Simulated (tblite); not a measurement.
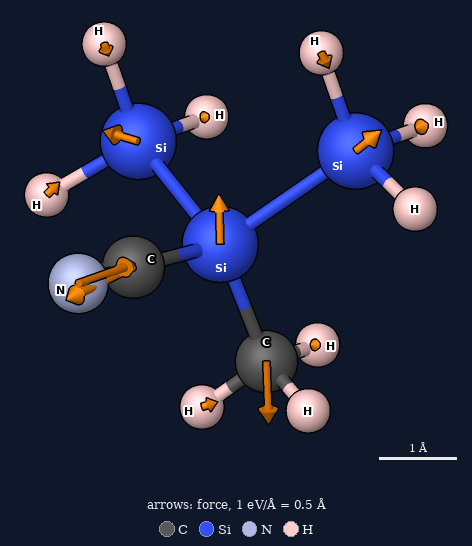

Starting geometry of C2H9NSi3 with the computed forces as orange arrows. The picture is a ball-and-stick view, seen from a free direction.

Method: tblite 0.8.0, GFN2-xTB geometry optimisation, gas phase. 

Q: Is this structure relaxed? If not, where do the atoms go?

A: It isn't relaxed: the largest force vector, on a C atom, is 2.95 eV/Å. The final displacements have little in common with the starting forces (cosine between the two patterns 0.15). The energy falls by 7.03 kcal/mol in 63 geometry steps. An H atom moves most after the best rigid fit: 0.34 Å. By element the largest moves are H 0.34 Å, Si 0.23 Å, N 0.17 Å, C 0.14 Å. Some distances before and after: C–Si 1.839 → 1.915 Å, Si–Si 2.282 → 2.334 Å, H–Si 1.497 → 1.464 Å, C–Si 1.844 → 1.877 Å. Among the angles between lasting bonds that change: Si–Si–Si 105.5° → 120.5°, C–Si–C 114.2° → 102.2°, Si–Si–H 110.2° → 114.1°. The run took 0.77 s on 1 thread of Arm Neoverse N1 (shared host).
